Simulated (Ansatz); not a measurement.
A relaxed structure of ZrN. Space group Fm-3m (No. 225), rock salt type. Level of theory: PBE (plane waves to 420 eV, PAW, scalar-relativistic; Ansatz, a first-principles code).

```xyz
2
Lattice="0.0000 2.2974 2.2974 2.2974 0.0000 2.2974 2.2974 2.2974 0.0000" Properties=species:S:1:pos:R:3 pbc="T T T"
N      0.0000     0.0000     0.0000
Zr     2.2974     2.2974     2.2974
```

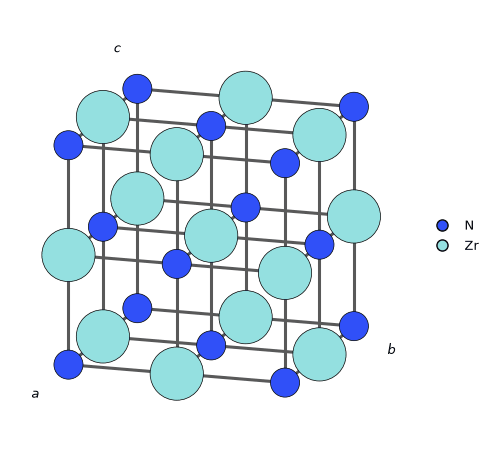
Fig. 1. The conventional cell of the relaxed structure

| Quantity | Result |
|---|---|
| Volume per atom | 12.13 Å³ |
| Density | 7.21 g/cm³ |
| Band gap | zero (metallic) |
| Shortest distances | N–Zr 2.30 Å; N–N 3.25 Å; Zr–Zr 3.25 Å |
| k-mesh | 17×17×17 |

Band energies at high-symmetry points (eV from the Fermi level; labels of this space group; no spin-orbit coupling), from −5 eV up to 1.2 eV:

```
point                             energies
-----  -----------------------------------
Γ      -2.67 -2.67 -2.67 -0.42 -0.42 -0.42
X                  -4.59 -3.47 -3.18 -3.18
U                        -4.76 -4.47 -0.73
K                        -4.76 -4.47 -0.73
L                                        –
W                    -4.76 -4.76 0.99 0.99
```

No spin polarisation in the result. The relaxed primitive cell holds an odd number of electrons. A magnetic state may lie lower.

The run could not lose the symmetry of its start; a randomly shaken copy of 4 atoms returns to this structure.

All atoms sit on sites fixed by symmetry, so only the cell could relax.
